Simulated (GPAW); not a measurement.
# Optical response of WC (Qusongite)

Aim: the dielectric function of WC (Qusongite), and the optical constants that follow from it.

Method: DFT, LDA, plane-wave PAW (GPAW data sets), scalar-relativistic, RPA, optical limit, in GPAW 26.7.0.

## (1) The starting structure

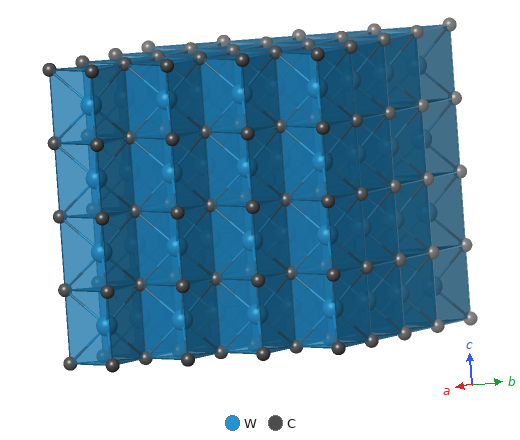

The starting structure, seen slightly off an axis (tungsten blue, carbon dark grey). 3×3×3 cells are drawn. Some periodic images of atoms are drawn too.

## (2) Ground state

The self-consistent density comes first; it also tells whether there is a gap, which decides the occupations and the need for a Drude term.

This step: DFT, LDA, plane-wave PAW (GPAW data sets), scalar-relativistic, ground state (GPAW 26.7.0).

gs.py

```python
from ase import Atoms
from ase.dft.bandgap import bandgap
from gpaw import GPAW, PW, FermiDirac

atoms = Atoms(['W', 'C'],
              cell=[[2.906500000000, 0.000000000000, 0.000000000000],
                    [-1.453250000000, 2.517102836100, 0.000000000000],
                    [0.000000000000, 0.000000000000, 2.836600000000]],
              scaled_positions=[[0.000000000000, 0.000000000000, 0.000000000000],
                                [0.666666666700, 0.333333333300, 0.500000000000]],
              pbc=[True, True, True])
atoms.calc = GPAW(mode=PW(500), xc='LDA', kpts={'size': (9, 9, 8), 'gamma': True},
                  occupations=FermiDirac(0.05), maxiter=150, txt='gs.txt')
print('energy (eV)', atoms.get_potential_energy())
print('Fermi level (eV)', atoms.calc.get_fermi_level())
print('valence electrons', atoms.calc.get_number_of_electrons())
print('gap (eV)', bandgap(atoms.calc, output=None)[0])
print('direct gap (eV)', bandgap(atoms.calc, direct=True, output=None)[0])
atoms.calc.write('gs.gpw')
```

Run with:

```console
$ OMP_NUM_THREADS=1 python gs.py
```

Numbers of over 12 decimals in the logs are rounded to 6 here.

What it wrote:

```text
__  _  _
 | _ |_)|_||  |
 |__||  | ||/\| - 26.7.0

Versions:
  Python: 3.12.14
  ASE:    3.29.0
  Numpy:  2.5.5
  Scipy:  1.18.1
  Libxc:  7.0.0

Input parameters:
  mode=PW(ecut=500.0),
  kpts=MonkhorstPack(size=(9, 9, 8), gamma=True),
  maxiter=150,
  occupations=Occupations(name='fermi-dirac', width=0.05, fixmagmom=False),
  xc=XC(name='LDA')

Diagonalizing LCAO Hamiltonian
Converting LCAO to pw mode

           C

       W

Atoms  # Å, Bohr magnetons
|   | symbol |        x |        y |        z |    initial magnetic moments |
| 0 |      W | 0.000000 | 0.000000 | 0.000000 | ( 0.0000,  0.0000,  0.0000) |
| 1 |      C | 1.453250 | 0.839034 | 1.418300 | ( 0.0000,  0.0000,  0.0000) |

Unit cell  # Å
| periodic |         x |        y |        z |  lengths |     angles |
|      yes |  2.906500 | 0.000000 | 0.000000 | 2.906500 |  90.000000 |
|      yes | -1.453250 | 2.517103 | 0.000000 | 2.906500 |  90.000000 |
|      yes |  0.000000 | 0.000000 | 2.836600 | 2.836600 | 120.000000 |

Number of symmetries: 12
Symmetry operations  # r_c * U_cc + t_c -> r_c
|    | kind |            matrix            |
|  0 |  σ   |  1, 1, 0,  0,-1, 0,  0, 0, 1 |
|  1 |  C2  |  1, 1, 0,  0,-1, 0,  0, 0,-1 |
|  2 |  E   |  1, 0, 0,  0, 1, 0,  0, 0, 1 |
|  3 |  σ   |  1, 0, 0,  0, 1, 0,  0, 0,-1 |
|  4 |  C3  |  0, 1, 0, -1,-1, 0,  0, 0, 1 |
|  5 |  S3  |  0, 1, 0, -1,-1, 0,  0, 0,-1 |
|  6 |  σ   |  0,-1, 0, -1, 0, 0,  0, 0, 1 |
|  7 |  C2  |  0,-1, 0, -1, 0, 0,  0, 0,-1 |
|  8 |  σ   | -1, 0, 0,  1, 1, 0,  0, 0, 1 |
|  9 |  C2  | -1, 0, 0,  1, 1, 0,  0, 0,-1 |
| 10 |  C3  | -1,-1, 0,  1, 0, 0,  0, 0, 1 |
| 11 |  S3  | -1,-1, 0,  1, 0, 0,  0, 0,-1 |

BZ-sampling:
  Number of BZ points: 648
  Number of IBZ points: 60

  Monkhorst-Pack size: [9, 9, 8]
  Monkhorst-Pack shift: [0.0, 0.0, 0.0625]

K-points  # in reciprocal-cell coordinates
|     |                                coordinates |     weight |
|   0 | (  0.00000000,   0.00000000,   0.00000000) | 0.00154321 |
|   1 | (  0.00000000,   0.00000000,   0.12500000) | 0.00308642 |
|   2 | (  0.00000000,   0.00000000,   0.25000000) | 0.00308642 |
|   3 | (  0.00000000,   0.00000000,   0.37500000) | 0.00308642 |
|   4 | (  0.00000000,   0.00000000,   0.50000000) | 0.00154321 |
|   5 | (  0.11111111,   0.00000000,   0.00000000) | 0.00925926 |
|   6 | (  0.11111111,   0.00000000,   0.12500000) | 0.01851852 |
|   7 | (  0.11111111,   0.00000000,   0.25000000) | 0.01851852 |
|   8 | (  0.11111111,   0.00000000,   0.37500000) | 0.01851852 |
|   9 | (  0.11111111,   0.00000000,   0.50000000) | 0.00925926 |
| ... |                                            |            |
|  59 | (  0.44444444,   0.44444444,   0.50000000) | 0.00925926 |

Plane wave coefficients: 539
Cutoff: 500.0 eV

Spin-components: 1 (collinear spins)
Bands:           15
Projectors:      11
Spin-degeneracy: 2
Datatype:        complex128

Parallelization:
  kpt:    1
  domain: 1
  band:   1

Density:
  Valence electrons: 18.0
  Components: 1
  Grid points: [15 15 15]
  Charge: 0.0  # |e|

Potential:
  Grid points: [15 15 15]

species:
  W:
    name:    Tungsten
    id:
    Z:       74.0
    valence: 14
    core:    60
    charge:  0.0  # [|e|]
    compensation charges:
      type: gauss
      rc: 0.40  # [Å]
      lmax: 2
    cutoffs:
      filter: 2.36  # [Å]
      core: 3.02  # [Å]
    projectors
    | kind |    occ | energy [eV] | rcut [Å] |
    |   5s |  2.000 |     -79.053 |    1.344 |
    |   6s |  2.000 |      -5.886 |    1.344 |
    |   5p |  6.000 |     -43.417 |    1.355 |
    |   6p |  0.000 |      -1.469 |    1.355 |
    |   5d |  4.000 |      -4.693 |    1.228 |
    |    d |        |      22.518 |    1.228 |

    Using partial waves for W as LCAO basis

  C:
    name:    Carbon
    id:
    Z:       6.0
    valence: 4
    core:    2
    charge:  0.0  # [|e|]
    compensation charges:
      type: gauss
      rc: 0.20  # [Å]
      lmax: 2
    cutoffs:
      filter: 1.14  # [Å]
      core: 1.14  # [Å]
    projectors
    | kind |    occ | energy [eV] | rcut [Å] |
    |   2s |  2.000 |     -13.639 |    0.635 |
    |   2p |  2.000 |      -5.414 |    0.635 |
    |    s |        |      13.573 |    0.635 |
    |    p |        |      21.797 |    0.635 |
    |    d |        |       0.000 |    0.635 |

    Using partial waves for C as LCAO basis

Reference energy: -439534.908752  # eV

eigensolver:
  PPCG
  Converge bands: occupied
  niter=2

density mixing:
  MSR1-Mixer
  Pratt-step length: 0.05
  Maximum mixing coefficient: 0.75
  Old densities: 10
  SVD Regularization: 0.005
  Good broyden scale: 1.0
  Trust region scale: 1.0
  Backstep threshold: 4.0
  History deletion threshold: 6.0
  Fourier metric: weight=20.0, sigma=0.015

occupation numbers:
  Fermi-Dirac:
    width: 0.0500  # eV

poisson solver:
  ecut: 4000.0  # eV

xc functional:
  name: None

convergence criteria:
- Maximum [total energy] change in last 3 cyles: 0.0005 eV / valence electron
- Maximum integral of absolute [dens]ity change: 0.0001 electrons / valence electron
- Maximum integral of absolute [eigenst]ate change: 4e-08 eV^2 / valence electron
maximum number of iterations: 150

SCF iterations
|iter     |      energy | eigst |  dens |
|iter:   1||  -25.022444 | -0.06 |       |
|iter:   2||  -24.542875 | -2.15 | -0.93 |
|iter:   3||  -23.464015 | -1.23 | -1.00 |
|iter:   4||  -23.462065 | -3.19 | -1.71 |
|iter:   5||  -23.464604c| -3.56 | -1.94 |
|iter:   6||  -23.464548c| -5.18 | -3.01 |
|iter:   7||  -23.464549c| -6.55 | -3.61 |
|iter:   8||  -23.464549c| -8.03c| -4.26c|

Converged in 8 steps
SCF loop duration: 5.303 s (0.663 s/step)
Energy contributions relative to reference atoms: (reference = -439534.908752)

Energy contributions:
  Kinetic:          14.558872
  Coulomb:         -16.338057
  Zero:             -0.042609
  External:          0.000000
  Xc:              -21.641110
  Entropy:          -0.003290
  Spinorbit:         0.000000
  ----------------------------
  Free energy:     -23.466194
  Extrapolated:    -23.464549

dipole moment: (-4.693365, -9.834581, -10.602413)  # |e|*Ang

Fermi level: 13.805
Eigenvalues  # (at kpt = [0.000, 0.000, 0.000])
| band index |      eig [eV] | occ [0-2] |
|          0 |       -59.938 |     2.000 |
|          1 |       -24.181 |     2.000 |
|          2 |       -24.066 |     2.000 |
|          3 |       -24.066 |     2.000 |
|          4 |        -0.479 |     2.000 |
|          5 |         9.507 |     2.000 |
|          6 |        10.477 |     2.000 |
|          7 |        10.477 |     2.000 |
|          8 |        13.897 |     0.272 |
|          9 |        16.986 |     0.000 |
|         10 |        16.986 |     0.000 |
|         11 |        19.402 |     0.000 |
|         12 |        19.402 |     0.000 |
|         13 |        20.325 |     0.000 |
|         14 |        28.214 |     0.000 |

No gap
No difference between direct/indirect transitions

--- standard output ---
energy (eV) -23.464549
Fermi level (eV) 13.804987
valence electrons 18.0
gap (eV) 0.0
direct gap (eV) 0.0
```

The job ended after 6.9 s (1 thread of Arm Neoverse V2, shared host; peak memory 0.13 GiB).

Read-outs, printed or worked out from the files:

| Property | Result |
| --- | --- |
| energy | -23.46 eV |
| Fermi energy | 13.80 eV |
| electrons | 18 |

There are states at the Fermi level within the smearing, so the occupations stay smeared and the carriers get a Drude term.

## (3) Bands for the response

The response needs many more empty bands than the density does.

This step: DFT, LDA, plane-wave PAW (GPAW data sets), scalar-relativistic, bands at fixed density (GPAW 26.7.0).

nscf.py

```python
from ase.dft.bandgap import bandgap
from gpaw import GPAW, FermiDirac

calc = GPAW('gs.gpw').fixed_density(kpts={'size': (15, 15, 12), 'gamma': True}, nbands=33, convergence={'bands': 27},
                                    occupations=FermiDirac(0.05), txt='nscf.txt')
print('gap (eV)', bandgap(calc, output=None)[0])
print('direct gap (eV)', bandgap(calc, direct=True, output=None)[0])
print('top band over the Fermi level (eV)', min(calc.get_eigenvalues(kpt=k)[26] for k in range(len(calc.get_ibz_k_points()))) - calc.get_fermi_level())
calc.write('full.gpw', mode='all')
```

Run with:

```console
$ OMP_NUM_THREADS=1 python nscf.py
```

What it wrote:

```text
Diagonalizing LCAO Hamiltonian
Converting LCAO to pw mode
convergence criteria:
- Maximum integral of absolute [eigenst]ate change: 4e-08 eV^2 / valence electron
maximum number of iterations: 150

SCF iterations
|iter     |      energy | eigst |  dens |
|iter:   1||             | +2.99 |       |
|iter:   2||             | +0.95 |       |
|iter:   3||             | -1.09 |       |
|iter:   4||             | -2.73 |       |
|iter:   5||             | -4.64 |       |
|iter:   6||             | -6.24 |       |
|iter:   7||             | -7.39 |       |
|iter:   8||             | -8.34c|       |
SCF steps: 8
  __  _  _
 | _ |_)|_||  |
 |__||  | ||/\| - 26.7.0

Versions:
  Python: 3.12.14
  ASE:    3.29.0
  Numpy:  2.5.5
  Scipy:  1.18.1
  Libxc:  7.0.0

Input parameters:
  mode=PW(ecut=500.0),
  convergence={'bands': 27},
  gpts=array([15, 15, 15]),
  kpts=MonkhorstPack(size=(15, 15, 12), gamma=True),
  maxiter=150,
  nbands=33,
  occupations=Occupations(name='fermi-dirac', width=0.05, fixmagmom=False),
  parallel={},
  xc=XC(name='LDA')

--- standard output ---
gap (eV) 0.0
direct gap (eV) 0.0
top band over the Fermi level (eV) 37.575445
```

It took 39 s on 1 thread; peak memory 0.21 GiB.

## (4) Dielectric function, RPA

Transitions between filled and empty bands, summed over the zone, give the optical response, so mesh, band count and broadening shape it.

The induced potential is part of this response.

This step: DFT, LDA, plane-wave PAW (GPAW data sets), scalar-relativistic, RPA, optical limit (GPAW 26.7.0).

df.py

```python
from gpaw.response.df import DielectricFunction

df = DielectricFunction('full.gpw', frequencies={'type': 'nonlinear', 'domega0': 0.03, 'omega2': 8},
                        ecut=50,
                        eta=0.15,
                        nbands=27,
                        rate=0.05,
                        txt='df.txt')
for direction in ['x', 'z']:
    df.get_dielectric_function(xc='RPA', direction=direction, filename=f'df_{direction}.csv')
```

Run with:

```console
$ OMP_NUM_THREADS=1 python df.py
```

What it wrote:

```text
Using integrator: PointIntegrator
NonLinearFrequencyDescriptor(from 0.000 to 117.639 eV, 554 points)
Nonperiodic BCs:  [False False False]
Using integrator: PointIntegrator
NonLinearFrequencyDescriptor(from 0.000 to 117.639 eV, 554 points)
Nonperiodic BCs:  [False False False]
Using integrator: PointIntegrator

Calculating chi0 body with:
    Ground state adapter containing:
    Number of spins: 1
    Number of kpoints: 2700
    Number of irreducible kpoints: 189
    Number of completely occupied states: 8
    Number of partially occupied states: 10

    Linear response parametrization:
    q_c: [0.0, 0.0, 0.0]
    Number of frequency points: 554
    Planewave cutoff: 50.0
    Number of bands: 27
    Number of planewaves: 21
    Broadening (eta): 0.15

Integrating chi0 body.

Symmetries of q_c:
    Direct symmetries (Uq -> q): 12
    Indirect symmetries (TUq -> q): 12
In total 24 allowed symmetries.

189 groups of equivalent kpoints. 93.0% reduction.

Integral kind: spectral function

Calculating chi0 optical extensions with:
    Ground state adapter containing:
    Number of spins: 1
    Number of kpoints: 2700
    Number of irreducible kpoints: 189
    Number of completely occupied states: 8
    Number of partially occupied states: 10

    Linear response parametrization:
    Number of frequency points: 554
    Planewave cutoff: 50.0
    Number of bands: 27
    Number of planewaves: 21
    Broadening (eta): 0.15
Integrating chi0 head and wings.

Symmetries of q_c:
    Direct symmetries (Uq -> q): 12
    Indirect symmetries (TUq -> q): 12
In total 24 allowed symmetries.

189 groups of equivalent kpoints. 93.0% reduction.

Integral kind: spectral function wings

Calculating drude chi0 with:
    Number of frequency points:554
    Plasma frequency decay rate: 0.05 eV

    Ground state adapter containing:
    Number of spins: 1
    Number of kpoints: 2700
    Number of irreducible kpoints: 189
    Number of completely occupied states: 8
    Number of partially occupied states: 10

Symmetries of q_c:
    Direct symmetries (Uq -> q): 12
    Indirect symmetries (TUq -> q): 12
In total 24 allowed symmetries.

189 groups of equivalent kpoints. 93.0% reduction.

Integral kind: intraband
Plasma frequency:
[[2.65+0.j 0.  +0.j 0.  +0.j]
 [0.  +0.j 2.65+0.j 0.  +0.j]
 [0.  +0.j 0.  +0.j 1.83+0.j]]
```

Elapsed: 7.6 s, on 1 thread; peak memory 0.23 GiB.

Some rows of df_x.csv (energy; Re and Im without local fields; Re and Im with them):

```text
0.000000, 2829.366872, 0.000002, 2829.212500, 0.000002
0.460735, -10.113530, 9.078154, -10.274927, 9.063777
0.943989, 10.706034, 5.714346, 10.560008, 5.673832
1.451455, 16.744027, 5.389664, 16.579670, 5.313972
1.984998, 16.277202, 10.158291, 16.204117, 10.039270
2.546682, 15.191120, 10.951545, 15.133567, 10.839972
3.138794, 13.170334, 15.476888, 13.316155, 15.362817
3.763875, 10.036468, 16.651637, 10.176980, 16.679836
4.424758, 5.413790, 15.604731, 5.638218, 15.913421
5.124608, 2.006036, 11.377369, 1.643489, 11.906827
5.866977, 2.978528, 9.520177, 2.312831, 9.597191
6.655862, 3.709090, 10.936652, 3.318540, 10.759326
7.495775, 0.870264, 11.755272, 0.439575, 11.400220
8.391833, -2.977402, 11.054007, -2.807394, 10.607044
9.349861, -3.300864, 6.565631, -3.156098, 6.397545
10.376517, -2.657390, 5.044960, -2.617211, 5.075800
11.479449, -2.628559, 4.487042, -2.590700, 4.571874
12.667487, -2.285337, 2.059841, -2.478378, 2.129546
13.950874, -0.680824, 2.110159, -0.918047, 1.931676
```

The Im ε has structure finer than the step of the table below, so its rows give means over 1 eV, whole bins alone (the curve runs from 0.305 to 14.0 eV). Peaks (eV: height): E ∥ x 3.3: 17.4, 3.8: 17.2, 7.2: 12.3; E ∥ z 1.3: 12.4, 1.9: 14.4, 3.2: 21.5, 5.0: 15.9, 5.9: 14.6, 7.4: 17.2.

Sum at mesh points, not converged in k. Im ε against photon energy; means over each step:

| photon energy (eV) | E ∥ x | E ∥ z |
| --- | --- | --- |
| 1 | 6.23 | 7.64 |
| 2 | 9.63 | 11.9 |
| 3 | 14.4 | 19.3 |
| 4 | 15.7 | 15.1 |
| 5 | 12.9 | 13.8 |
| 6 | 9.54 | 12.5 |
| 7 | 11.6 | 13.6 |
| 8 | 11.2 | 10.4 |
| 9 | 7.80 | 5.05 |
| 10 | 5.70 | 3.96 |
| 11 | 4.79 | 4.01 |
| 12 | 3.49 | 4.84 |
| 13 | 1.94 | 4.23 |

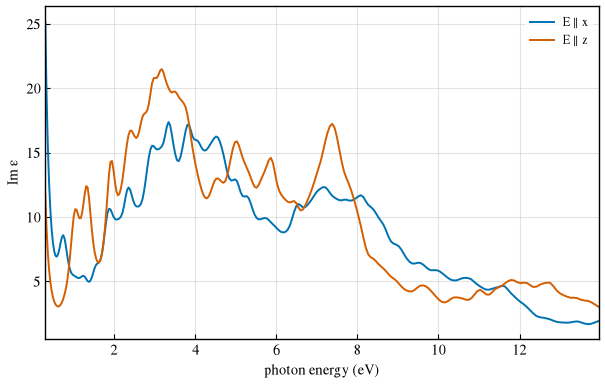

Im ε against photon energy.

Values under 1 per cm are given as 1; sum at mesh points, not converged in k. Table of absorption coefficient by photon energy:

| photon energy (eV) | E ∥ x (1/cm) | E ∥ z (1/cm) |
| --- | --- | --- |
| 1.01 | 79590 | 1.1e5 |
| 1.99 | 2.4e5 | 3.0e5 |
| 3.02 | 5.7e5 | 7.2e5 |
| 3.98 | 9.2e5 | 1.0e6 |
| 4.98 | 1.2e6 | 1.2e6 |
| 6.02 | 1.1e6 | 1.5e6 |
| 6.99 | 1.5e6 | 1.6e6 |
| 8.03 | 2.0e6 | 2.5e6 |
| 9.02 | 2.2e6 | 2.1e6 |
| 10.03 | 2.2e6 | 1.8e6 |
| 11.03 | 2.3e6 | 1.8e6 |
| 12.02 | 2.5e6 | 2.1e6 |
| 13.00 | 2.0e6 | 2.4e6 |

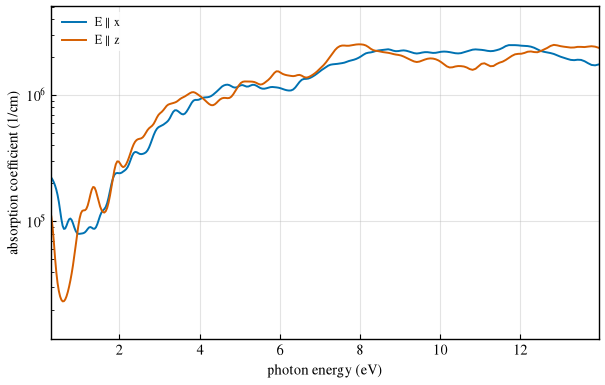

Absorption coefficient against photon energy.

(Continued in part 2 of 2.)

[Machine, clock and banner lines and Python warnings are left out of the logs.]

[Logs are printed without paths, hosts, clocks, repeated set-up lines and the standing remarks that a program may print on its own settings, such as how far it seeks lower states.]

[Hosts, paths, dates, database ids (printed as entryN), source tags and the programs' standing remarks are cut or masked in the printed files.]
